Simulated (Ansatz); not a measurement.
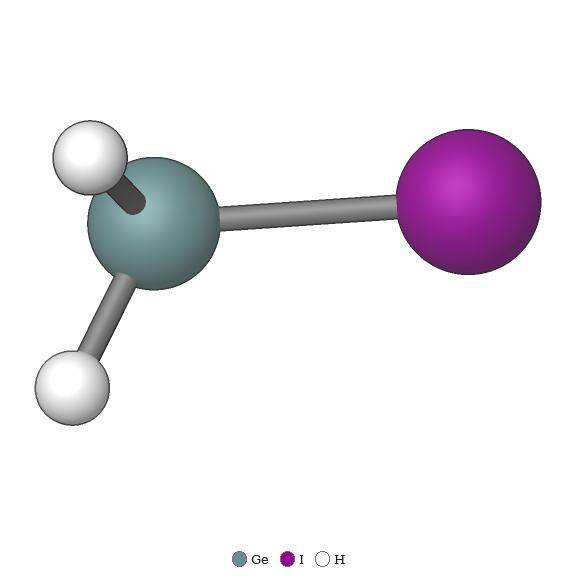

State: neutral, doublet. Geometry: moved along internal coordinates away from the minimum. Level of theory: UHF-CCSD(T), frozen core/def2-TZVPP, core potentials on I (Ansatz 0.2.0).

What is the T1 diagnostic?

Answer. 0.013.

What is the ⟨S²⟩ of the determinant?

Answer. 0.761.
